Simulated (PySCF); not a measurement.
## A study: C₂H₂F₄, SMILES `FC(F)C(F)F`

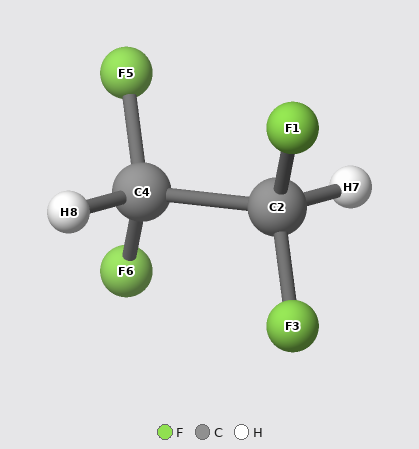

The molecule, with its atoms numbered as below. No frequency check shows the geometry to be a minimum.

Geometry (Å), atoms numbered from 1:

```
F1      -1.3835    1.0828   -0.0916
C2      -0.7000   -0.0001    0.3224
F3      -1.3835   -1.0827   -0.0916
C4       0.7000   -0.0001   -0.3224
F5       1.3835    1.0828    0.0916
F6       1.3835   -1.0827    0.0916
H7      -0.6516   -0.0001    1.4216
H8       0.6516   -0.0001   -1.4216
```

Part 1: Bonding charge

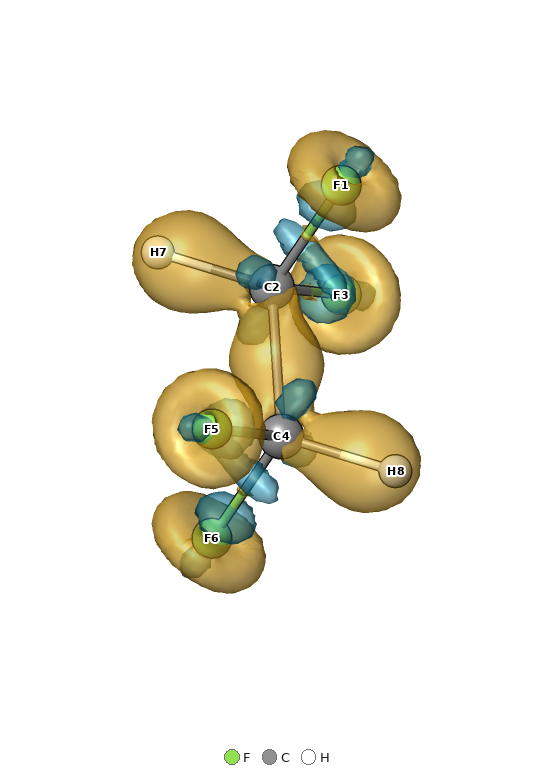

Deformation density (molecule less spherical, spin-averaged free atoms at the same positions), surfaces at ±0.2 e/Å³; yellow: gain, teal: loss.

Computed with PySCF, r2SCAN/aug-cc-pVDZ, geometry: GFN2-xTB.

**Describe the bonding that the map shows.**

C2–H7 and C4–H8: +0.81 e/Å³ at the bond critical point (bond length 1.10 Å). C2–C4: +0.62 e/Å³ at the bond critical point (bond length 1.54 Å). C2–F3, C4–F6, F1–C2 and C4–F5: −0.03 e/Å³ at the bond critical point (bond length 1.35 Å); up to 0.6 Å beside the axis the gain reaches +0.22 e/Å³. In all, 1.8 electrons gather in the regions of gain relative to the promolecule. A small or negative value marks a very polar bond, one between electron-rich atoms, whose free-atom densities already overlap strongly, a long bond to a heavier atom, or a closed-shell contact such as a hydrogen bond.

**Where do the Hirshfeld charges lie?**

The highest Hirshfeld charge is on C2 and C4 (+0.13 e), the lowest on F1, F3, F5 and F6 (−0.10 e).

```json
{"atom": "F1", "charge (e)": "−0.10"}
{"atom": "C2", "charge (e)": "+0.13"}
{"atom": "F3", "charge (e)": "−0.10"}
{"atom": "C4", "charge (e)": "+0.13"}
{"atom": "F5", "charge (e)": "−0.10"}
{"atom": "F6", "charge (e)": "−0.10"}
{"atom": "H7", "charge (e)": "+0.06"}
{"atom": "H8", "charge (e)": "+0.06"}
```

Part 2: Local ionisation energy

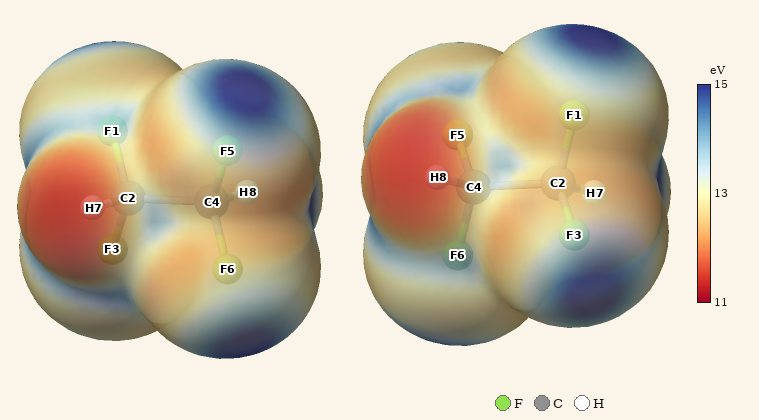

Average local ionisation energy on the surface of electron density 0.001 a.u. (back view left, front view right).

**Where are the most loosely bound electrons on this surface?**

The lowest value is 11.4 eV, 1.3 Å from H8, and at like points elsewhere. Further minima include 12.4 eV, 1.7 Å from F3, and at like points elsewhere. For comparison, the highest occupied orbital lies at −8.5 eV.

**What volume does the surface enclose, and what is the dipole moment?**

About 84 Å³; the dipole moment is 0.0 D.

Part 3: Removing or adding an electron

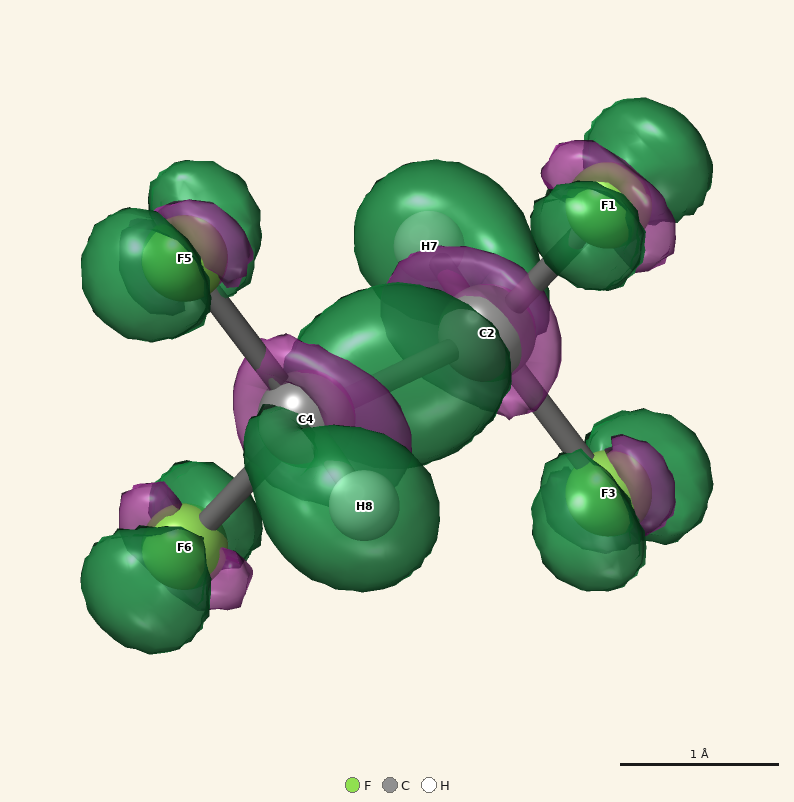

Fukui function f⁻ = ρ(N) − ρ(N−1) at fixed geometry, surfaces at ±0.05 e/Å³ (green positive, purple negative).

Method: ωB97X/6-311+G**; geometry: GFN2-xTB; program: PySCF.

**Which atoms respond most to the removal of an electron?**

f⁻ (Hirshfeld-condensed) is largest on F1, F3, F5 and F6 (0.14 each), C2 and C4 (0.12 each) and H7 and H8 (0.10 each); the vertical ionisation energy is 12.80 eV (the stability of the cation's solution wasn't checked). Condensed values hint at sites of electrophilic attack but needn't mark the atom that reacts. Shares this close don't rank the sites. Orbital relaxation makes it negative in places (0.16 e in all).

Part 4: Stretching a bond

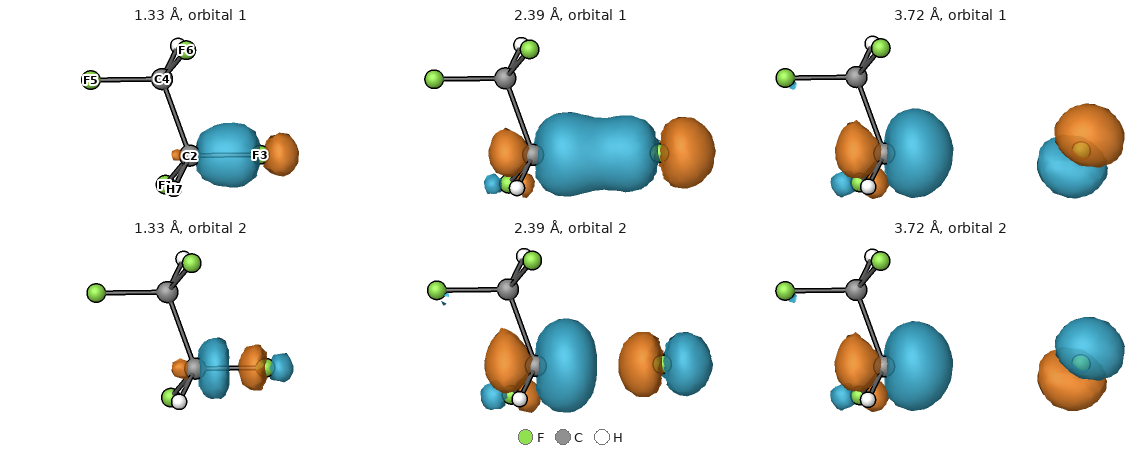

Rigid stretch of the C2–F3 bond. The two CASSCF(2,2) natural orbitals nearest half filling (orbital 1 the more occupied).

Method: def2-SVP basis; geometry: GFN2-xTB; program: PySCF.

**How do the occupations change along the stretch?**

1.33 Å: 1.98 and 0.02; 2.39 Å: 1.58 and 0.42; 3.72 Å: 1.02 and 0.98. At the longest distance computed (3.72 Å) they are 1.02 and 0.98, and the effective number of unpaired electrons is 2.0.

**Where does the UHF solution part from RHF?**

Between 1.80 Å (⟨S²⟩ = 0, the two coincide) and 2.06 Å (⟨S²⟩ = 0.69); at 3.72 Å ⟨S²⟩ is 1.01 and UHF lies 5.9 eV below RHF.

**How much energy does the stretch cost?**

By CASSCF, 4.5 eV from the lowest point of the scan (1.33 Å) to 3.72 Å; RHF gives 9.6 eV from its own lowest point. The fragments aren't relaxed and dynamic correlation is missing, so this isn't a bond dissociation energy.

The PySCF runs shown took 37 s, 97 s and 9.6 min on 1 thread of Arm Neoverse V1, on a shared host.
